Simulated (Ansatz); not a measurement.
# Calculations on SiH3SBrF2

### Relaxation

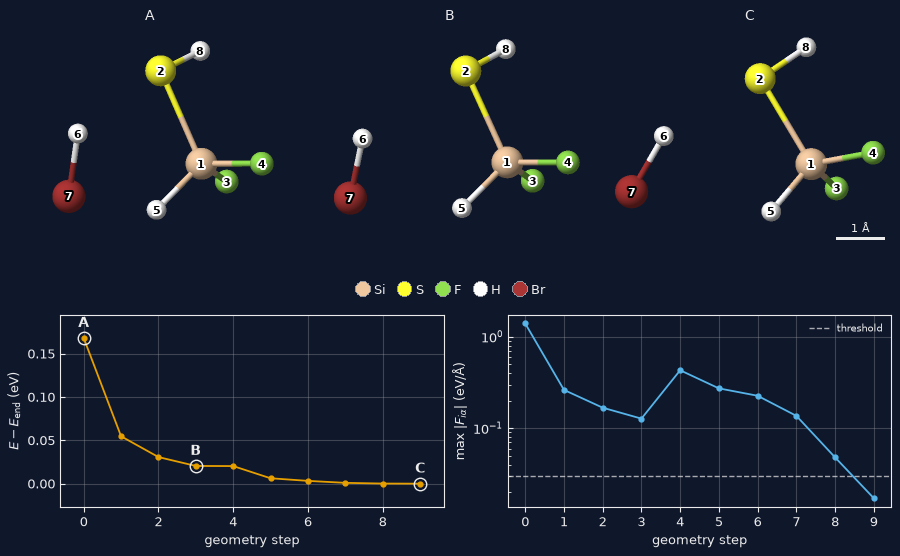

Frames of a relaxation of SiH₃SBrF₂, marked on the history of the run. A ball-and-stick model, seen at a tilt.

The run prepares an end point of a later path (reaction) calculation, from a guessed geometry.

Level of theory: RHF/def2-SVP (Ansatz). (no spin polarisation; force threshold 0.03 eV/Å; at most 50 steps)

> What happens along the run?

After 9 geometry steps the energy has fallen by 0.168 eV. The largest force component goes from 1.4 to 0.017 eV/Å. The largest move after the best rigid fit is that of Br7, 0.85 Å. By element the largest moves are Br 0.85 Å, H 0.60 Å, F 0.34 Å, Si 0.24 Å, S 0.17 Å. Near-neighbour distances that change, for instance: H6–Br7 1.466 → 1.409 Å, Si1–S2 2.150 → 2.122 Å. Bond angles that change, for instance: Si1–S2–H8 93.8° → 96.0°, S2–Si1–F3 108.3° → 110.3°. Groups turn about Si1–S2 by about 25°. From step 0 to 3: Br7 moves most (0.45 Å), energy −0.148 eV. From step 3 to 9: Br7 moves most (0.42 Å), energy −0.020 eV.

Limits of the set-up: the start holds two separate molecules, 2.7 Å apart at their closest, whose relative position is a soft coordinate and is computed without a dispersion correction; Hartree-Fock leaves out electron correlation.

### Relaxation

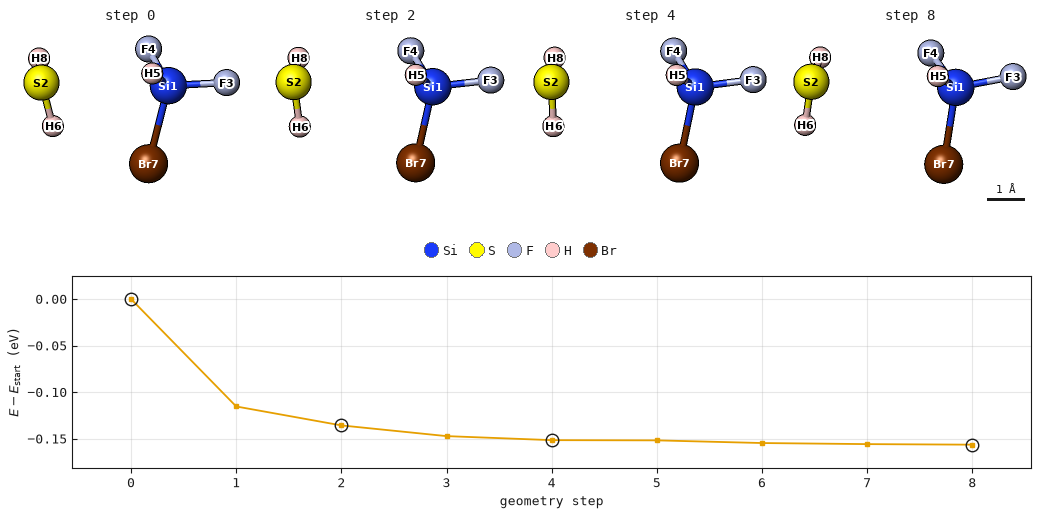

Frames of a relaxation of SiH3SBrF2, marked on the history of the run. A ball-and-stick model, seen face on.

The run prepares an end point of a later path (reaction) calculation, from a guessed geometry.

Level of theory: RHF/def2-SVP (Ansatz).

Input
```yaml
crystal:
  periodic: [false, false, false]
  atoms:
    - { symbol: Si, position_ang: [-0.588147, -0.827567, -0.773936] }
    - { symbol: S, position_ang: [0.218293, 1.669452, 1.494232] }
    - { symbol: F, position_ang: [-1.055049, -2.004547, -1.735307] }
    - { symbol: F, position_ang: [-0.059028, -1.529218, 0.54906] }
    - { symbol: H, position_ang: [-1.694937, 0.072826, -0.545668] }
    - { symbol: H, position_ang: [1.191591, 1.676842, 0.562337] }
    - { symbol: Br, position_ang: [1.166155, 0.175914, -1.821731] }
    - { symbol: H, position_ang: [0.821022, 0.766299, 2.271112] }
basis:
  gaussian: { orbitals: def2-SVP }
hamiltonian:
  xc: hf
relax:
  f_tol: 0.03
  max_steps: 50
output:
  orbitals: {}
```

Run as
```bash
ansatz run input.yaml --threads 2 --pin off --max-ram 3072MiB --backend cpu --events-out ev --progress --plain --runs-dir out
```

> Describe the path.

The energy falls by 0.156 eV in 8 geometry steps. The largest force component goes from 0.82 to 0.012 eV/Å. H6 moves most after the best rigid fit: 0.76 Å. By element the largest moves are H 0.76 Å, Br 0.42 Å, S 0.28 Å, F 0.24 Å, Si 0.21 Å. Among the contacts that change: Si1–Br7 2.276 → 2.195 Å, S2–H6 1.348 → 1.334 Å, Si1–H5 1.445 → 1.450 Å. Among the angles between lasting bonds that change: F4–Si1–H5 113.5° → 111.1°, F3–Si1–Br7 105.9° → 108.2°. The run took 11 s on 2 threads of Intel(R) Xeon(R) 6975P-C (Granite Rapids), with other jobs on the host, peak memory 0.27 GiB. From step 0 to 2: H6 moves most (0.36 Å), energy −0.136 eV. From step 2 to 4: H6 moves most (0.18 Å), energy −0.016 eV. From step 4 to 8: H6 moves most (0.23 Å), energy −0.005 eV.

| step | E − E(0), eV | largest force component, eV/Å |
| --- | --- | --- |
| 0 | 0.0000 | 0.8153 |
| 1 | -0.1153 | 0.3027 |
| 2 | -0.1357 | 0.4941 |
| 3 | -0.1472 | 0.1225 |
| 4 | -0.1515 | 0.0756 |
| 5 | -0.1517 | 0.3005 |
| 6 | -0.1546 | 0.1595 |
| 7 | -0.1558 | 0.1189 |
| 8 | -0.1564 | 0.0121 |

Limits of the set-up: the start holds two separate molecules, 2.8 Å apart at their closest, whose relative position is a soft coordinate and is computed without a dispersion correction; Hartree-Fock leaves out electron correlation.

### Path

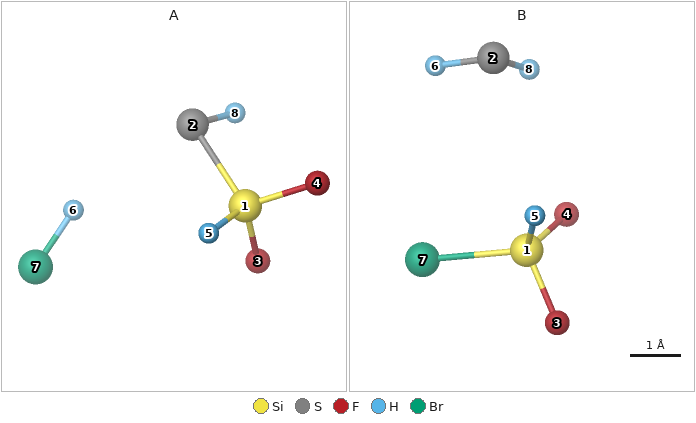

The two relaxed end points of a path for SiH₃SBrF₂, made up at the start of SiH$_{2}$SF$_{2}$ and HBr. Style: ball-and-stick. Shown at a tilt.

All numbers below come from Ansatz 0.2.0, RHF/def2-SVP.

Set-up: 5 movable images; climbing image; force threshold 0.03 eV/Å; iteration limit 60.

Start:
```xyz
8

Si   -0.9262   -0.7487    0.2186
S     0.1486    0.6855    1.3543
F     0.0826   -1.7352   -0.5222
F    -1.7949   -1.6837    1.1746
H    -1.7872   -0.0742   -0.7429
H     1.7324    1.7651   -1.0772
Br    1.6862    1.9912   -2.4677
H     0.8583   -0.2001    2.0627
```

End:
```xyz
8

Si   -0.7337   -0.9180   -0.8836
S     0.5065    1.8117    1.6803
F    -1.4107   -2.1472   -1.6333
F    -0.0238   -1.5199    0.4069
H    -1.7533    0.0459   -0.5173
H     1.5957    2.1065    0.9680
Br    0.7971   -0.0686   -2.2069
H     1.0221    0.6897    2.1859
```

What barrier does the band find between them, and by what path?

Answer. The energy climbs by 1.72 eV to image 2 and then falls by 2.12 eV, so the end point sits at −0.40 eV. Breaking: H6–Br7 (1.41 → 2.04 at the top → 3.93 Å), Si1–S2 (2.12 → 2.28 at the top → 3.94 Å). Forming: S2–H6 (3.10 → 1.42 at the top → 1.33 Å), Si1–Br7 (4.64 → 2.95 at the top → 2.19 Å). The band is converged. At the top, the vibrational analysis gives one imaginary mode (408i cm⁻¹), as a transition state must have.

Energies of the converged images:

```
image  path (Å)  E (eV)
    0      0.00   0.000
    1      1.16   0.123
    2      2.32   1.722
    3      3.89   0.463
    4      5.46  -0.326
    5      7.03  -0.357
    6      8.60  -0.400
```

The geometry at the top of the path:

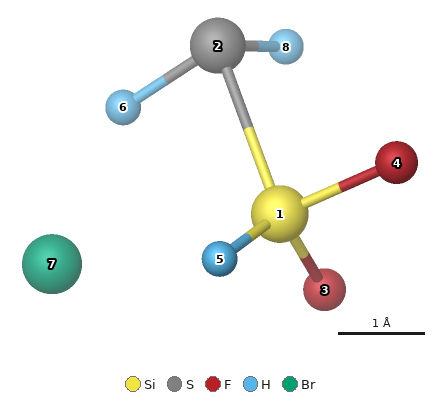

Limits of the set-up: the start holds two separate molecules, 3.1 Å apart at their closest, whose relative position is a soft coordinate and is computed without a dispersion correction; Hartree-Fock leaves out electron correlation.

The run took 2.5 min on 2 threads of Intel(R) Xeon(R) 6975P-C (Granite Rapids) (shared host), peak memory 0.29 GiB.
